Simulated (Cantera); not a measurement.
Feed: 1 mol SiH₄, 3.2 mol N₂O, 16 mol CO₂, equilibrated at 1.30 mbar.

Method: chemical equilibrium by Gibbs-energy minimisation in Cantera with the NASA 1993 tables (ideal gas, pure condensed phases). Candidate condensed phases: C, C₆H₆, C₇H₈, C₈H₁₈, H₂O, Si, SiC, SiO₂, Si₂N₂O, Si₃N₄; 151 gas species. The tables hold silica as quartz up to 1696 K and as liquid above; real silica turns to tridymite and cristobalite and melts near 1996 K. Kinetics and transport are ignored.

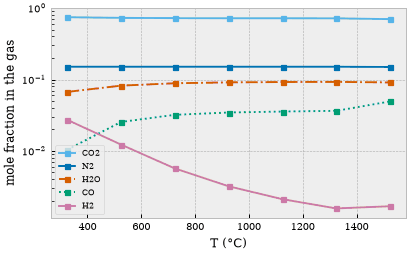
Figure: Equilibrium gas composition (values under 1e-9 drawn at 1e-9)

From 325 °C to 525 °C the condensed part is SiO₂(α-quartz). From 725 °C to 1325 °C the condensed part is SiO₂(β-quartz). At 1525 °C the condensed part is SiO₂(condensed).
